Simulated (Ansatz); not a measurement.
BH6P

Input

```
crystal:
  periodic: [false, false, false]
  atoms:
    - {symbol: B, position_ang: [-0.577064, 1.422541, 0.982896]}
    - {symbol: P, position_ang: [-0.895355, -0.135921, -0.111231]}
    - {symbol: H, position_ang: [-1.646450, 1.634571, 1.497462]}
    - {symbol: H, position_ang: [-1.325515, -1.313411, 0.526664]}
    - {symbol: H, position_ang: [0.180293, -0.648480, -0.858673]}
    - {symbol: H, position_ang: [-1.867411, -0.043981, -1.123677]}
    - {symbol: H, position_ang: [0.284030, 1.065233, 1.747198]}
    - {symbol: H, position_ang: [-0.227159, 2.262119, 0.191711]}
basis:
  gaussian:
    orbitals: def2-TZVPD
total_charge: 0
hamiltonian:
  xc: pbe0
output: {forces: true, orbitals: {seedname: orbitals}}
```

Run with:

```sh
ansatz run input.yaml --threads 2 --pin off --max-ram 4350MiB --events-out events.jsonl --progress --plain --runs-dir runs
```

Geometry: B3LYP-D4/def2-TZVP.

The calculation used isolated molecule in a Gaussian basis; Kohn-Sham density functional theory, functional PBE0 (Ansatz 0.2.0).

### Predict the electron density and electron localisation function between the atoms.

B–P (1.93 Å): ρ at the midpoint is about 0.91 e/Å³, with its minimum of 0.73 e/Å³ about 0.6 Å from B; the ELF peaks at about 0.95 between the atoms; localised, covalent bonding.
B–H (1.21 Å): ρ is about 1.2 e/Å³ halfway; the ELF climbs to about 1 towards the hydrogen, as it does in any bond to H (an ordinary covalent bond to hydrogen).
P–H (1.41 Å): ρ at the midpoint is about 1.2 e/Å³; the ELF climbs to about 1 towards the hydrogen.

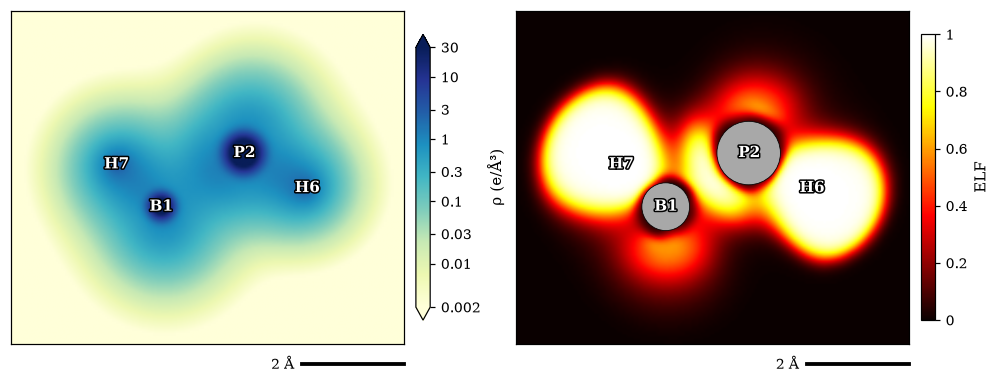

Computed electron density and electron localisation function on the plane of atoms B1, P2 and H6, in this order. Grey discs cover the atomic cores in the ELF map. 
